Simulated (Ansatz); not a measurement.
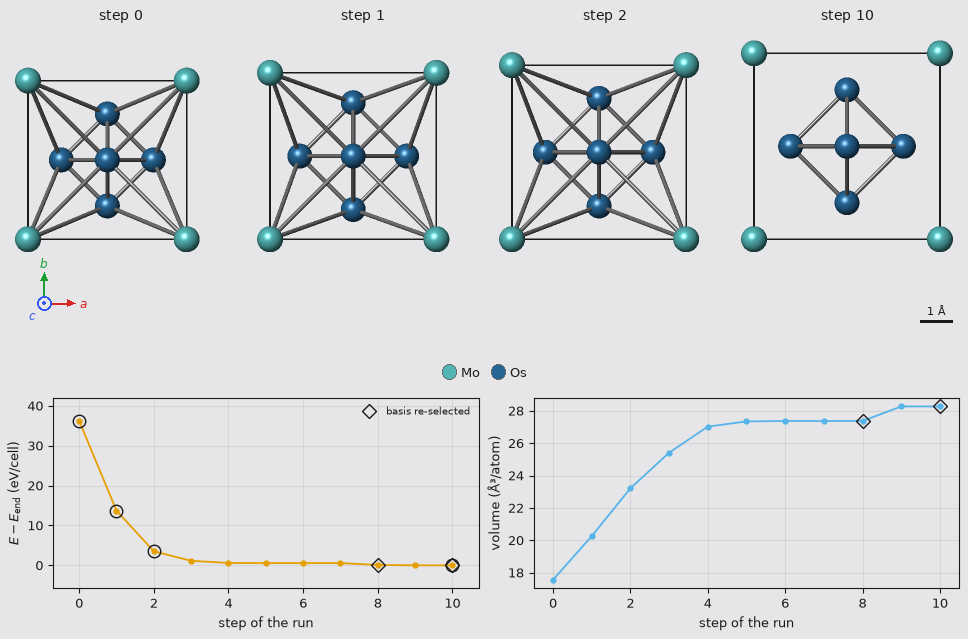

Frames of a relaxation of crystalline MoOs6 (a generated structure, set up in Pm-3m) (coarse preliminary run), marked on the history of the run. Style: ball-and-stick. Shown: the cell of the calculation, along the c axis.

These are results of DFT PBE, scalar-relativistic, plane waves, PAW (Ansatz 0.2.0), not measurements. Settings: plane-wave cutoff 420 eV; k-point mesh 4 × 4 × 4; occupations gaussian; smearing width 0.1 eV; no spin polarisation; cell and atoms relaxed; force threshold 0.04 eV/Å; at most 70 steps.

Describe the path.

The energy falls by 36.219 eV per cell of the calculation in 8 accepted moves (10 points after the start). Largest force component: 35 eV/Å at the start, 0.025 eV/Å at the end. Pressure: 208.51 GPa at the start and 0.25 GPa at the end. The SCF was repeated twice at an unchanged geometry on a basis and grid sized afresh for the cell, which shifted the energy by 0.485 eV per cell of the calculation at most. The largest moves relative to the cell, 0.078 Å, are those of Os atoms. Mo stays in place. Cell: a = b = c 4.972 → 5.827 Å (+17.2 %). Volume +61.0 %. Some distances before and after: Mo–Os 3.668 → 4.277 Å, Os–Os 2.039 → 2.500 Å, Os–Os 2.088 → 2.292 Å. The space group stays Pm-3m (No. 221). Cost: 2.6 min on 1 thread of Intel(R) Xeon(R) Processor @ 2.50GHz (Skylake/Cascade Lake) (shared host), peak memory 0.5 GiB. From step 0 to 1: Os atoms move most (0.16 Å), volume +15.3 %, energy −22.508 eV per cell of the calculation. From step 1 to 2: Os atoms move most (0.07 Å), volume +14.6 %, energy −10.189 eV per cell of the calculation. From step 2 to 10: Os atoms move most (0.03 Å), volume +21.8 %, energy −3.522 eV per cell of the calculation.

```json
{"step": "0", "E − E(0), meV/atom": "0.00", "largest force component, eV/Å": "35.3640", "pressure, GPa": "208.51", "volume, Å³/atom": "17.561", "note": ""}
{"step": "1", "E − E(0), meV/atom": "-3215.41", "largest force component, eV/Å": "15.2336", "pressure, GPa": "87.78", "volume, Å³/atom": "20.255", "note": ""}
{"step": "2", "E − E(0), meV/atom": "-4670.93", "largest force component, eV/Å": "1.0206", "pressure, GPa": "35.99", "volume, Å³/atom": "23.212", "note": ""}
{"step": "3", "E − E(0), meV/atom": "-5010.26", "largest force component, eV/Å": "0.1548", "pressure, GPa": "14.10", "volume, Å³/atom": "25.410", "note": ""}
{"step": "4", "E − E(0), meV/atom": "-5089.82", "largest force component, eV/Å": "0.0927", "pressure, GPa": "2.16", "volume, Å³/atom": "27.022", "note": ""}
{"step": "5", "E − E(0), meV/atom": "-5092.07", "largest force component, eV/Å": "0.0776", "pressure, GPa": "0.09", "volume, Å³/atom": "27.343", "note": ""}
{"step": "6", "E − E(0), meV/atom": "-5092.09", "largest force component, eV/Å": "0.0534", "pressure, GPa": "-0.04", "volume, Å³/atom": "27.368", "note": ""}
{"step": "7", "E − E(0), meV/atom": "-5092.10", "largest force component, eV/Å": "0.0007", "pressure, GPa": "-0.01", "volume, Å³/atom": "27.369", "note": ""}
{"step": "8", "E − E(0), meV/atom": "-5161.37", "largest force component, eV/Å": "0.0183", "pressure, GPa": "4.36", "volume, Å³/atom": "27.369", "note": "same geometry, new basis"}
{"step": "9", "E − E(0), meV/atom": "-5173.87", "largest force component, eV/Å": "0.0250", "pressure, GPa": "0.27", "volume, Å³/atom": "28.270", "note": ""}
{"step": "10", "E − E(0), meV/atom": "-5174.07", "largest force component, eV/Å": "0.0250", "pressure, GPa": "0.25", "volume, Å³/atom": "28.270", "note": "same geometry, new basis"}
```
